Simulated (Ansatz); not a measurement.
# Calculations on C₂H₈Ge

### Relaxation

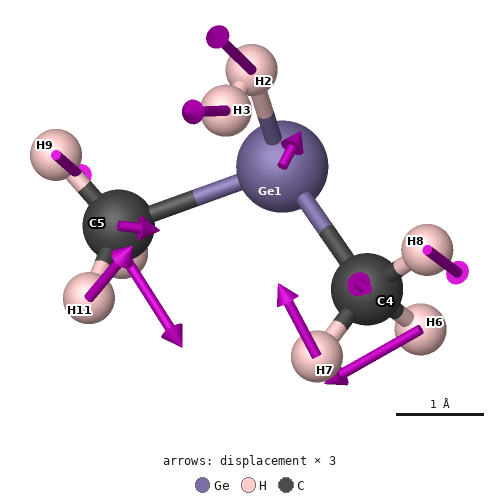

This is a relaxation of C2H8Ge (started from a transition state, displaced along its imaginary mode). The starting structure is drawn; purple arrows show the displacements, magnified 3 times. The two geometries are superimposed by the best rigid fit.

Style: ball-and-stick. Shown at a tilt.

Method: Ansatz 0.2.0, RKS PBE0-D4/def2-TZVP. Settings: force threshold 0.005 eV/Å; at most 200 steps.

Question: Which element moves most?

Answer: Hydrogen: up to 0.47 Å, against 0.17 Å for germanium.

Question: Describe the change and its energy.

Answer: An H atom moves most after the best rigid fit: 0.47 Å. By element the largest moves are H 0.47 Å, Ge 0.17 Å, C 0.17 Å. Near-neighbour distances that change, for instance: Ge–H 1.800 → 2.258 Å, Ge–H 1.972 → 2.390 Å, H–H 0.674 → 0.760 Å, C–Ge 2.028 → 2.002 Å. Among the angles between lasting bonds that change: C–Ge–C 106.6° → 97.1°, Ge–C–H 118.7° → 114.7°, Ge–C–H 101.0° → 104.9°. Groups turn about C–Ge by about 20°, C–Ge by about 20°. The energy falls by 42.3 kJ/mol in 10 accepted moves (11 points after the start). The largest force component goes from 3.9 to 0.0019 eV/Å. The line search rejected the trial step at point 9 of the run.

### Relaxation

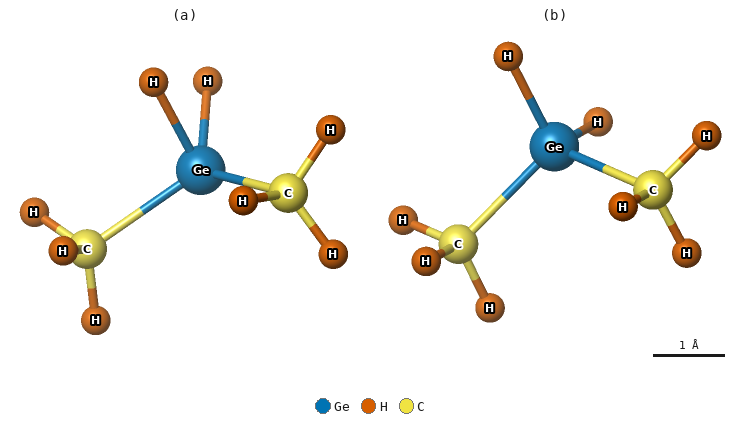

The structure of C$_{2}$H$_{8}$Ge (started from a transition state, displaced along its imaginary mode) before (left) and after (right) a relaxation, at one scale.

Style: ball-and-stick. Shown at a tilt.

Computed with RKS PBE0-D4/def2-TZVP (Ansatz).

Input file:
```yaml
crystal:
  periodic: [false, false, false]
  atoms:
    - {symbol: Ge, position_ang: [-0.454918, -0.543689, 0.176643]}
    - {symbol: H, position_ang: [-0.853231, -2.018216, 0.157879]}
    - {symbol: H, position_ang: [0.529369, -1.467541, -0.570497]}
    - {symbol: C, position_ang: [0.845446, 0.144568, 1.475654]}
    - {symbol: C, position_ang: [-0.836050, 0.634804, -1.345839]}
    - {symbol: H, position_ang: [0.476679, 0.882770, 2.177254]}
    - {symbol: H, position_ang: [1.644727, 0.584077, 0.871630]}
    - {symbol: H, position_ang: [1.247564, -0.711894, 2.011662]}
    - {symbol: H, position_ang: [-1.229096, 0.010188, -2.144544]}
    - {symbol: H, position_ang: [-1.509172, 1.461569, -1.154730]}
    - {symbol: H, position_ang: [0.138783, 1.023265, -1.655112]}
basis:
  gaussian: {orbitals: def2-TZVP}
hamiltonian: {xc: pbe0, dispersion: d4}
relax: {f_tol: 0.005, max_steps: 200}
```

> What changed between the two?

The energy falls by 154.2 kJ/mol in 8 geometry steps. Largest force component: 1.7 eV/Å at the start, 0.0015 eV/Å at the end. The largest move after the best rigid fit is that of H2, 0.69 Å. By element the largest moves are H 0.69 Å, Ge 0.49 Å, C 0.09 Å. Some distances before and after: Ge1–H2 1.527 → 1.544 Å, C4–H6 1.083 → 1.091 Å, Ge1–C4 1.963 → 1.955 Å. Bond angles that change, for instance: H2–Ge1–H3 65.3° → 107.9°, H3–Ge1–C4 96.2° → 109.6°, H2–Ge1–C4 121.3° → 109.6°. The run took of the order of 70 core-seconds on a shared host.

### Reaction

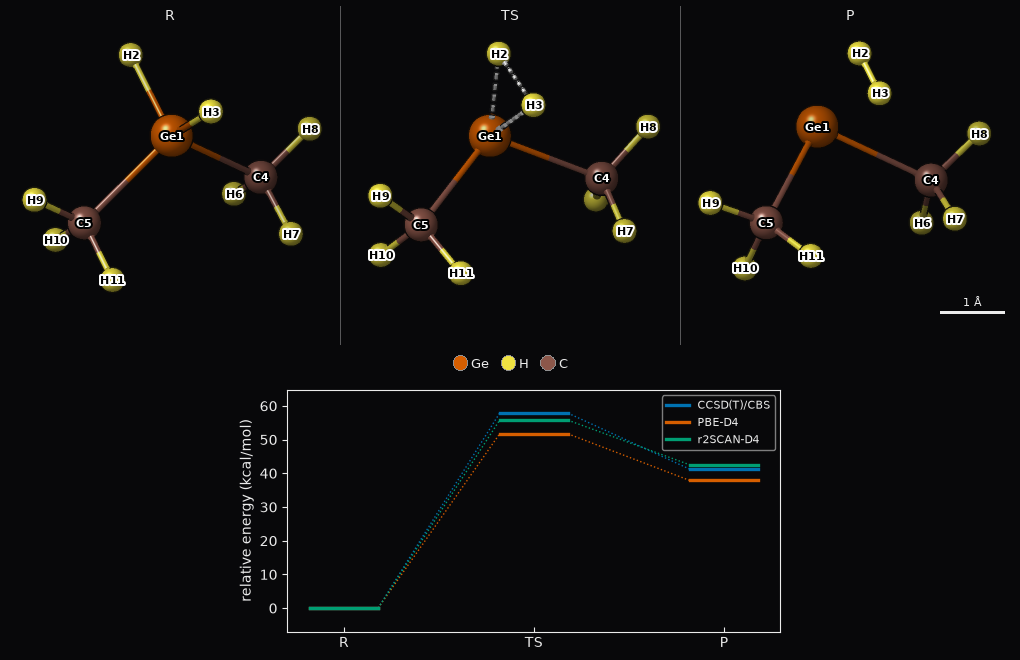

A reaction step of C2H8Ge, with its energy diagram. Style: ball-and-stick. Shown at a tilt. Dashed sticks mark bonds that form or break.

Stationary points at PBE0-D4/def2-TZVP, single-point energies with CCSD(T)/CBS, PBE-D4, r2SCAN-D4 (def2-TZVPP where no basis is named; Ansatz 0.2.0). The energies are electronic, without zero-point or thermal terms, and both ends are the minima reached downhill from the saddle, with any fragments still in contact. CCSD(T)/CBS stands for a frozen-core estimate: MP2 correlation extrapolated from def2-TZVPP and def2-QZVPP, CCSD(T) minus MP2 from the smaller set.

Question: What happens, and what does it cost?

Answer: Counted by bonded pieces, R holds C₂H₈Ge and P holds C₂H₆Ge + H₂. From R over the saddle to P, a bond forms: H2–H3 (2.50 → 1.17 → 0.76 Å). Bonds break: Ge1–H2 (1.54 → 1.58 → 2.26 Å), Ge1–H3 (1.54 → 1.75 → 2.39 Å). The saddle has one imaginary mode, 1201i cm⁻¹. With CCSD(T)/CBS the barrier is 57.9 kcal/mol from R and 16.6 kcal/mol from P, and P lies 41.3 kcal/mol above R. By Pauling bond orders of the changing bonds the saddle lies closer to R, the lower end, against what Hammond's postulate suggests.

```tsv
level	barrier from R (kcal/mol)	barrier from P (kcal/mol)	P less R (kcal/mol)
CCSD(T)/CBS	57.9	16.6	41.3
PBE-D4	51.7	13.8	37.9
r2SCAN-D4	55.8	13.2	42.5
```

Against CCSD(T)/CBS, r2SCAN-D4 comes closest on the barrier from R (−2.1 kcal/mol) and PBE-D4 misses most (−6.1 kcal/mol).
